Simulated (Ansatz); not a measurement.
**B$_{2}$SiH$_{3}$Br: nudged elastic band**

B$_{2}$SiH$_{3}$Br, computed with UKS B3LYP/def2-SVP (Ansatz 0.2.0).

It belongs to a series of runs on one base structure; here: band between the two ends. Figures and captions count atoms from 1; the log counts them from 0 in places.

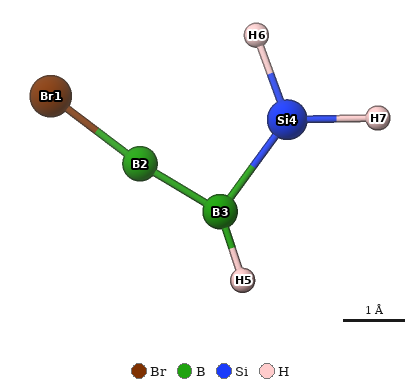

The starting structure (ball-and-stick view, seen on its broad side; atoms are numbered from 1 in the order of the input). Bond lengths as drawn: B–B 1.54 Å, B–Br 1.85 Å, B–H 1.20 Å, B–Si 1.88 Å and H–Si 1.49 Å.

**Input**
```yaml
crystal:
  periodic: [false, false, false]
  atoms:
    - { symbol: Br, position_ang: [-1.720245, -2.182457, 1.107548] }
    - { symbol: B, position_ang: [-0.193091, -1.328897, 0.504608] }
    - { symbol: B, position_ang: [0.981857, -0.483913, -0.026706] }
    - { symbol: Si, position_ang: [-0.058516, 1.042892, -0.371667] }
    - { symbol: H, position_ang: [2.160277, -0.588236, -0.215184] }
    - { symbol: H, position_ang: [-1.524533, 1.125237, -0.118602] }
    - { symbol: H, position_ang: [0.415451, 2.347273, -0.925697] }
magnetization:
  spin_polarized: true
basis:
  gaussian: { orbitals: def2-SVP }
hamiltonian:
  xc: b3lyp
neb:
  order_check: false
  images: 5
  f_tol: 0.05
  max_iterations: 60
  final_atoms:
    - { symbol: Br, position_ang: [-1.39865191, -2.1111208, 1.02103482] }
    - { symbol: B, position_ang: [-0.34056988, -0.67219892, 0.298677] }
    - { symbol: B, position_ang: [1.19137054, -0.34126046, -0.11724837] }
    - { symbol: Si, position_ang: [0.14778165, 1.14465125, -0.44844654] }
    - { symbol: H, position_ang: [2.30209569, -0.76743039, -0.1793134] }
    - { symbol: H, position_ang: [-0.65668707, 2.37349929, -0.73149524] }
    - { symbol: H, position_ang: [-1.18413902, 0.30575903, 0.11109171] }
  initial_path:
    images:
      - { positions_ang: [[-1.720245, -2.182457, 1.107548], [-0.193091, -1.328897, 0.504608], [0.981857, -0.483913, -0.026706], [-0.058516, 1.042892, -0.371667], [2.160277, -0.588236, -0.215184], [-1.524533, 1.125237, -0.118602], [0.415451, 2.347273, -0.925697]] }
      - { positions_ang: [[-1.72163165, -2.18554676, 0.89383535], [-0.28202505, -1.11341846, 0.37049261], [1.05547274, -0.36170073, -0.00671503], [-0.05317326, 1.05850573, -0.38445775], [2.23566886, -0.51109597, -0.08667355], [-1.15488699, 1.44848377, 0.13327112], [-0.01822466, 1.59667143, -0.96545275]] }
      - { positions_ang: [[-1.7230183, -2.18863653, 0.68012269], [-0.3709591, -0.89793992, 0.23637723], [1.12908849, -0.23948847, 0.01327595], [-0.04783052, 1.07411946, -0.3972485], [2.31106072, -0.43395594, 0.0418369], [-0.78524097, 1.77173055, 0.38514423], [-0.45190032, 0.84606986, -1.0052085]] }
      - { positions_ang: [[-1.72440496, -2.19172629, 0.46641004], [-0.45989315, -0.68246138, 0.10226184], [1.20270423, -0.1172762, 0.03326692], [-0.04248777, 1.08973318, -0.41003925], [2.38645258, -0.35681591, 0.17034734], [-0.41559496, 2.09497732, 0.63701735], [-0.88557598, 0.09546829, -1.04496424]] }
      - { positions_ang: [[-1.61582061, -2.1648578, 0.65128497], [-0.42011872, -0.67904056, 0.16773356], [1.19892633, -0.19193762, -0.01690484], [0.02093537, 1.1080392, -0.42284168], [2.35833362, -0.49368741, 0.05379376], [-0.49595899, 2.18781797, 0.18084649], [-0.98509699, 0.1655652, -0.65961226]] }
      - { positions_ang: [[-1.50723626, -2.1379893, 0.8361599], [-0.3803443, -0.67561974, 0.23320528], [1.19514844, -0.26659904, -0.06707661], [0.08435851, 1.12634523, -0.43564411], [2.33021465, -0.6305589, -0.06275982], [-0.57632303, 2.28065863, -0.27532438], [-1.08461801, 0.23566212, -0.27426027]] }
      - { positions_ang: [[-1.39865191, -2.1111208, 1.02103482], [-0.34056988, -0.67219892, 0.298677], [1.19137054, -0.34126046, -0.11724837], [0.14778165, 1.14465125, -0.44844654], [2.30209569, -0.76743039, -0.1793134], [-0.65668707, 2.37349929, -0.73149524], [-1.18413902, 0.30575903, 0.11109171]] }
```

Run as:
```bash
ansatz run input.yaml --threads 2 --pin off --max-ram 3072MiB --backend cpu --events-out ev --progress --plain --runs-dir out
```

**Log**
```
Engine: ansatz 0.2.0, x86_64-unknown-linux-gnu
Functional definition: B3LYP
  parameter a0 = 0.2
  parameter ax = 0.72
  parameter ac = 0.81
  exchange = (1 - a0 - ax)*slater_x + ax*b88_x + a0*exact_x
  correlation = (1 - ac)*vwn_rpa_c + ac*lyp_c
995 factors; integrals over basis functions are off by at most 4.8e-4 eV
mean field evaluation 1: about -79306.8539 eV, gradient 3.0e1 eV
mean field evaluation 2: about -79295.2810 eV, gradient 4.6e1 eV
mean field evaluation 4: about -79312.8630 eV, gradient 6.1e0 eV
mean field evaluation 8: about -79313.1769 eV, gradient 1.0e-1 eV
mean field evaluation 16: about -79313.1770 eV, gradient 5.6e-5 eV
mean field -79313.17702981 eV, -2914.7054954433 hartree, gradient 5.6e-5 eV, S^2 0.000000; 1 other end points of the search recorded, 0 dependent functions left out
the calculation of the forces begins
reference -79313.17727817 eV, -2914.7055045703 hartree; 31, 31 occupied and 62, 62 virtual orbitals, 995 factors
995 factors; integrals over basis functions are off by at most 9.2e-4 eV
mean field evaluation 32: about -79313.2732 eV, gradient 1.8e-4 eV
mean field -79313.27321904 eV, -2914.7090303322 hartree, gradient 4.8e-5 eV, S^2 0.000000; 0 other end points of the search recorded, 0 dependent functions left out
[... from here on the field's lines of each further geometry are left out, up to the last ...]
NEB iter   1: max|band force component| = 6.698e1 eV/Å  barrier→ = 19.4638 eV  barrier← = 19.5600 eV  Δτ_max = 0.1967 Å  (359 SCF iters)
NEB iter   2: max|band force component| = 1.648e1 eV/Å  barrier→ = 4.5450 eV  barrier← = 4.6412 eV  Δτ_max = 0.1954 Å  (198 SCF iters)
NEB iter   3: max|band force component| = 1.079e1 eV/Å  barrier→ = 2.7274 eV  barrier← = 2.8236 eV  Δτ_max = 0.1977 Å  (209 SCF iters)
NEB iter   4: max|band force component| = 3.792e0 eV/Å  barrier→ = 1.2683 eV  barrier← = 1.3645 eV  Δτ_max = 0.1984 Å  (191 SCF iters)
NEB iter   5: max|band force component| = 1.985e0 eV/Å  barrier→ = 1.5343 eV  barrier← = 1.6305 eV  Δτ_max = 0.1986 Å  (323 SCF iters)
NEB iter   6: max|band force component| = 7.899e-1 eV/Å  barrier→ = 1.4829 eV  barrier← = 1.5791 eV  Δτ_max = 0.1944 Å  (196 SCF iters)
NEB iter   7: max|band force component| = 7.485e-1 eV/Å  barrier→ = 1.2132 eV  barrier← = 1.3094 eV  Δτ_max = 0.2000 Å  (193 SCF iters)
NEB iter   8: max|band force component| = 7.567e-1 eV/Å  barrier→ = 1.0278 eV  barrier← = 1.1240 eV  Δτ_max = 0.1957 Å  (193 SCF iters)
NEB iter   9: max|band force component| = 8.280e-1 eV/Å  barrier→ = 0.9712 eV  barrier← = 1.0674 eV  Δτ_max = 0.1970 Å  (205 SCF iters)
NEB iter  10: max|band force component| = 1.015e0 eV/Å  barrier→ = 0.9303 eV  barrier← = 1.0265 eV  Δτ_max = 0.1006 Å  (204 SCF iters)
NEB iter  11: max|band force component| = 4.648e-1 eV/Å  barrier→ = 0.9241 eV  barrier← = 1.0203 eV  CI = image 3  Δτ_max = 0.2000 Å  (201 SCF iters)
NEB iter  12: max|band force component| = 7.195e-1 eV/Å  barrier→ = 1.0805 eV  barrier← = 1.1767 eV  CI = image 3  Δτ_max = 0.0996 Å  (194 SCF iters)
NEB iter  13: max|band force component| = 2.359e-1 eV/Å  barrier→ = 1.0453 eV  barrier← = 1.1415 eV  CI = image 3  Δτ_max = 0.1984 Å  (173 SCF iters)
NEB iter  14: max|band force component| = 4.204e-1 eV/Å  barrier→ = 1.0438 eV  barrier← = 1.1400 eV  CI = image 3  Δτ_max = 0.0995 Å  (191 SCF iters)
NEB iter  15: max|band force component| = 3.861e-1 eV/Å  barrier→ = 1.0423 eV  barrier← = 1.1385 eV  CI = image 3  Δτ_max = 0.1962 Å  (181 SCF iters)
NEB iter  16: max|band force component| = 3.304e-1 eV/Å  barrier→ = 1.0418 eV  barrier← = 1.1380 eV  CI = image 3  Δτ_max = 0.1969 Å  (180 SCF iters)
NEB iter  17: max|band force component| = 4.963e-1 eV/Å  barrier→ = 1.0417 eV  barrier← = 1.1379 eV  CI = image 3  Δτ_max = 0.0999 Å  (178 SCF iters)
NEB iter  18: max|band force component| = 1.216e-1 eV/Å  barrier→ = 1.0416 eV  barrier← = 1.1378 eV  CI = image 3  Δτ_max = 0.1983 Å  (165 SCF iters)
NEB iter  19: max|band force component| = 1.278e-1 eV/Å  barrier→ = 1.0416 eV  barrier← = 1.1378 eV  CI = image 3  Δτ_max = 0.1997 Å  (156 SCF iters)
NEB iter  20: max|band force component| = 1.143e-1 eV/Å  barrier→ = 1.0416 eV  barrier← = 1.1378 eV  CI = image 3  Δτ_max = 0.2000 Å  (158 SCF iters)
NEB iter  21: max|band force component| = 8.698e-2 eV/Å  barrier→ = 1.0415 eV  barrier← = 1.1377 eV  CI = image 3  Δτ_max = 0.0288 Å  (157 SCF iters)
NEB iter  22: max|band force component| = 6.072e-2 eV/Å  barrier→ = 1.0415 eV  barrier← = 1.1377 eV  CI = image 3  Δτ_max = 0.0449 Å  (160 SCF iters)
the calculation of the forces begins
reference -79313.07927804 eV, -2914.7019031319 hartree; 31, 31 occupied and 62, 62 virtual orbitals, 995 factors
995 factors; integrals over basis functions are off by at most 4.4e-4 eV
mean field evaluation 1120: about -79311.5951 eV, gradient 4.0e-4 eV
mean field -79312.13555480 eV, -2914.6672219425 hartree, gradient 1.9e-5 eV, S^2 1.010946; 6 other end points of the search recorded, 0 dependent functions left out
the calculation of the forces begins
reference -79312.13580883 eV, -2914.6672312780 hartree; 31, 31 occupied and 62, 62 virtual orbitals, 995 factors
NEB iter  23: max|band force component| = 3.470e-2 eV/Å  barrier→ = 1.0415 eV  barrier← = 1.1377 eV  CI = image 3  Δτ_max = 0.0000 Å  (446 SCF iters)
```

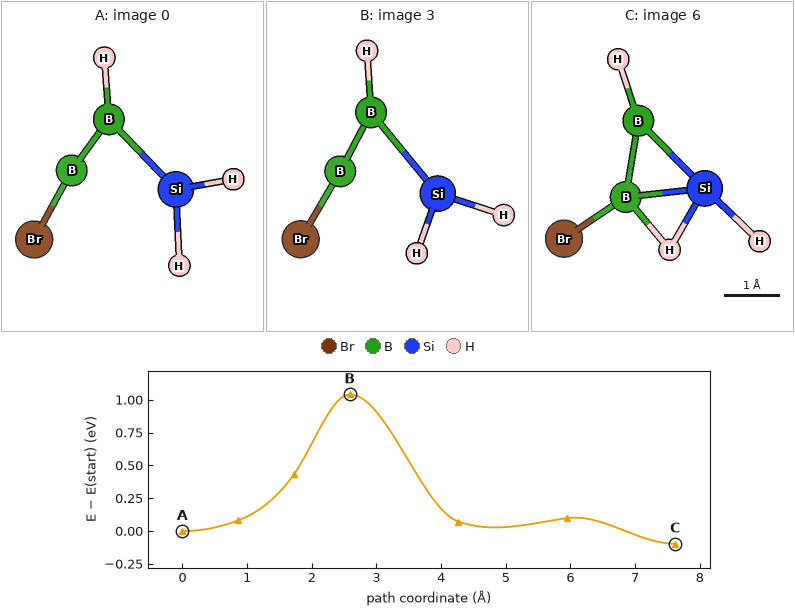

Images of the last band (counted from 0; ball-and-stick, seen at a tilt) above the energy along the path; the line is a cubic interpolation that uses the forces. The highest image is number 3, 1.041 eV above the start and 1.138 eV above the end (the climbing image); the end lies 0.096 eV below the start. The path is 7.62 Å long. The band converged in 23 iterations.

```
Total energy: -79312.13580883 eV, -2914.6672312780 hartree
Atom 0 at    -1.674718    -2.146215     0.829668 Å, force     0.000386     0.001669    -0.000674 eV/Å
Atom 1 at    -0.138132    -1.169900     0.432150 Å, force     0.003144    -0.001876     0.001184 eV/Å
Atom 2 at     1.178273    -0.403304     0.118213 Å, force    -0.004617    -0.001327     0.000503 eV/Å
Atom 3 at    -0.099398     1.045560    -0.400766 Å, force     0.003049     0.002613    -0.001114 eV/Å
Atom 4 at     2.376745    -0.432210     0.104973 Å, force    -0.001151     0.000999    -0.000563 eV/Å
Atom 5 at    -0.768202     1.949265     0.580485 Å, force    -0.000578    -0.000974     0.001323 eV/Å
Atom 6 at    -0.813369     1.088703    -1.710423 Å, force    -0.000232    -0.001104    -0.000658 eV/Å
Dipole moment:    -0.203417     0.050354    -0.014897 e Å
this run last wrote the band of iteration 23 to [file]
```

**The last band as extended XYZ (Å, eV, eV/Å)**
```
7
Properties=species:S:1:pos:R:3:forces:R:3 image=0 energy=-79313.17703
Br   -1.7202   -2.1825    1.1075    0.0022  -0.0009  -0.0006
B    -0.1931   -1.3289    0.5046   -0.0098  -0.0025   0.0029
B     0.9819   -0.4839   -0.0267    0.0064   0.0030  -0.0023
Si   -0.0585    1.0429   -0.3717    0.0026  -0.0033   0.0039
H     2.1603   -0.5882   -0.2152   -0.0006   0.0025  -0.0013
H    -1.5245    1.1252   -0.1186   -0.0008   0.0020  -0.0013
H     0.4155    2.3473   -0.9257   -0.0001  -0.0008  -0.0013
7
Properties=species:S:1:pos:R:3:forces:R:3 image=1 energy=-79313.09559
Br   -1.7527   -2.1549    0.8789    0.0013   0.0024   0.0733
B    -0.1811   -1.2426    0.4986    0.0016  -0.0165   0.0213
B     1.0771   -0.3959    0.2252   -0.0130  -0.0103  -0.0292
Si   -0.0543    1.0177   -0.3046   -0.0015   0.0010  -0.0088
H     2.1651   -0.5892   -0.2390   -0.0138   0.0024  -0.0371
H    -1.3859    1.3011    0.2994   -0.0616  -0.0655  -0.0693
H     0.1930    1.9956   -1.4043    0.0870   0.0866   0.0499
7
Properties=species:S:1:pos:R:3:forces:R:3 image=2 energy=-79312.74343
Br   -1.7023   -2.1130    0.8518    0.0366   0.0298   0.1601
B    -0.1528   -1.1308    0.5165    0.0212   0.0467   0.1203
B     1.1560   -0.3157    0.3107   -0.0077   0.0975   0.1379
Si   -0.0727    0.9871   -0.3502   -0.0081  -0.0648   0.0124
H     2.2219   -0.5967   -0.1621   -0.1243  -0.1061  -0.3167
H    -1.0916    1.6296    0.5288   -0.2900  -0.2740  -0.0797
H    -0.2971    1.4715   -1.7412    0.3723   0.2709  -0.0343
7
Properties=species:S:1:pos:R:3:forces:R:3 image=3 energy=-79312.13556
Br   -1.6747   -2.1462    0.8297    0.0004   0.0017  -0.0007
B    -0.1381   -1.1699    0.4321    0.0031  -0.0019   0.0012
B     1.1783   -0.4033    0.1182   -0.0046  -0.0013   0.0005
Si   -0.0994    1.0456   -0.4008    0.0030   0.0026  -0.0011
H     2.3767   -0.4322    0.1050   -0.0012   0.0010  -0.0006
H    -0.7682    1.9493    0.5805   -0.0006  -0.0010   0.0013
H    -0.8134    1.0887   -1.7104   -0.0002  -0.0011  -0.0007
7
Properties=species:S:1:pos:R:3:forces:R:3 image=4 energy=-79313.10440
Br   -1.5363   -2.4041    0.6385    0.0060  -0.0322  -0.0519
B    -0.0596   -1.3194    0.3426    0.0054  -0.0276  -0.0166
B     1.1036   -0.3657    0.0095   -0.0147   0.0055  -0.0080
Si   -0.1547    0.9877   -0.3701    0.0001   0.0056   0.0057
H     2.2195   -0.1639    0.3968   -0.0237   0.0259   0.0579
H    -0.0001    2.4513   -0.1296    0.0956   0.0605  -0.0877
H    -1.5111    0.7461   -0.9336   -0.0687  -0.0378   0.1005
7
Properties=species:S:1:pos:R:3:forces:R:3 image=5 energy=-79313.07903
Br   -1.3896   -2.5591    0.3182   -0.0170   0.0123   0.0917
B    -0.0193   -1.3069    0.3390    0.0223   0.0094  -0.0053
B     1.0759   -0.2184    0.3719   -0.0062  -0.0576  -0.0654
Si   -0.2044    1.0455   -0.1853   -0.0086  -0.0164  -0.0299
H     2.2224   -0.2084    0.0184   -0.0027   0.0329  -0.0095
H     0.0042    2.1536   -1.1702    0.0109   0.0405   0.1419
H    -1.6281    1.0256    0.2623    0.0014  -0.0213  -0.1235
7
Properties=species:S:1:pos:R:3:forces:R:3 image=6 energy=-79313.27322
Br   -1.3987   -2.1111    1.0210   -0.0015  -0.0014   0.0008
B    -0.3406   -0.6722    0.2987    0.0027  -0.0040   0.0006
B     1.1914   -0.3413   -0.1172   -0.0112   0.0100  -0.0009
Si    0.1478    1.1447   -0.4484    0.0078  -0.0083   0.0024
H     2.3021   -0.7674   -0.1793    0.0015   0.0012  -0.0013
H    -0.6567    2.3735   -0.7315   -0.0004  -0.0026   0.0004
H    -1.1841    0.3058    0.1111    0.0011   0.0052  -0.0021
```

**Key numbers**

```json
{"quantity": "outcome", "value": "converged"}
{"quantity": "barrier, forward", "value": "1.042 eV"}
{"quantity": "barrier, backward", "value": "1.138 eV"}
{"quantity": "hardware", "value": "2 threads of Intel Xeon (Sapphire Rapids), 16 GiB of memory available, shared host"}
{"quantity": "wall time", "value": "6.1 min (CPU time 12 min)"}
{"quantity": "peak memory", "value": "0.34 GiB"}
```

**Notes**

⟨S²⟩ is 1.01 against 0.00 for a pure state: the solution is spin-contaminated. The order of the saddle point was not checked.
